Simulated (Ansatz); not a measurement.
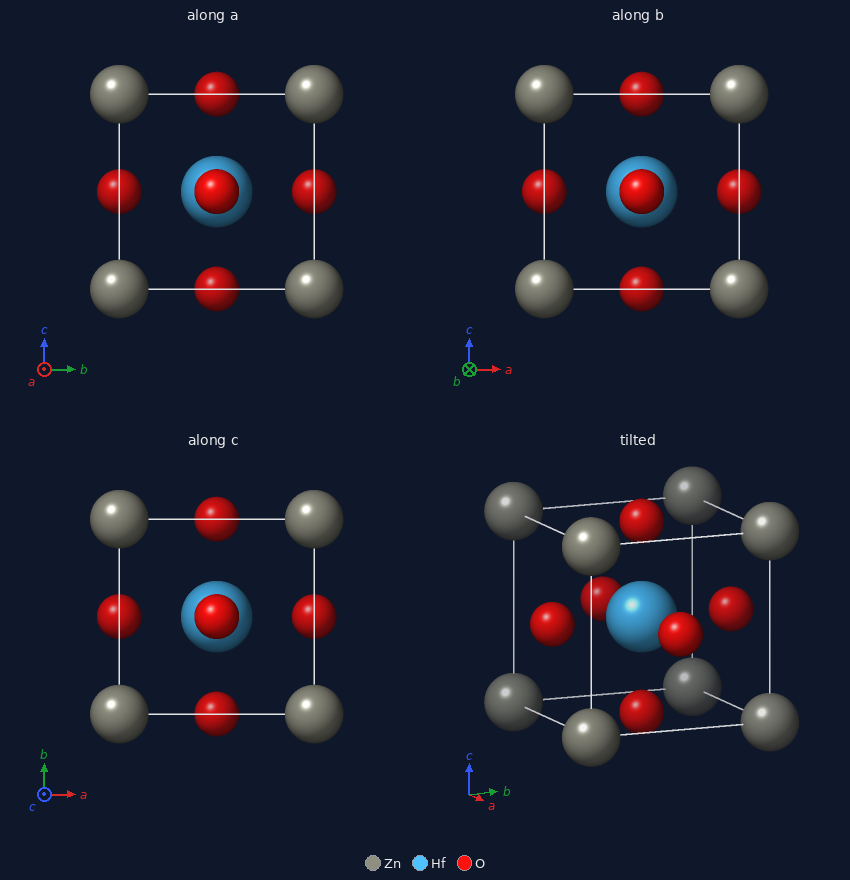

Spheres-only representation of a periodic structure, projected along the a axis, along the b axis, along the c axis and slightly off an axis. Atoms at the boundary of the conventional unit cell (the box) are drawn once for each face, edge or corner they touch.

Lattice parameters: a = 4.0404 Å, b = 4.0404 Å, c = 4.0404 Å, α = 90.000°, β = 90.000°, γ = 90.000°.

Transcribe the picture into a CIF with its space group and independent sites.

Answer.
```cif
data_structure
_symmetry_space_group_name_H-M 'P m -3 m'
_symmetry_Int_Tables_number 221
_cell_length_a 4.0404
_cell_length_b 4.0404
_cell_length_c 4.0404
_cell_angle_alpha 90.000
_cell_angle_beta 90.000
_cell_angle_gamma 90.000
_cell_volume 65.96
loop_
_atom_site_label
_atom_site_type_symbol
_atom_site_symmetry_multiplicity
_atom_site_Wyckoff_symbol
_atom_site_fract_x
_atom_site_fract_y
_atom_site_fract_z
_atom_site_occupancy
Zn1 Zn 1 a 0.0000 0.0000 0.0000 1
Hf1 Hf 1 b 0.5000 0.5000 0.5000 1
O1 O 3 c 0.5000 0.5000 0.0000 1
```

Its origin is a structure type filled with these elements by a generator (whether the compound takes this form wasn't checked). Earlier steps of the study may have refined or changed the cell and positions. An electronic-structure calculation with Ansatz was run on it.
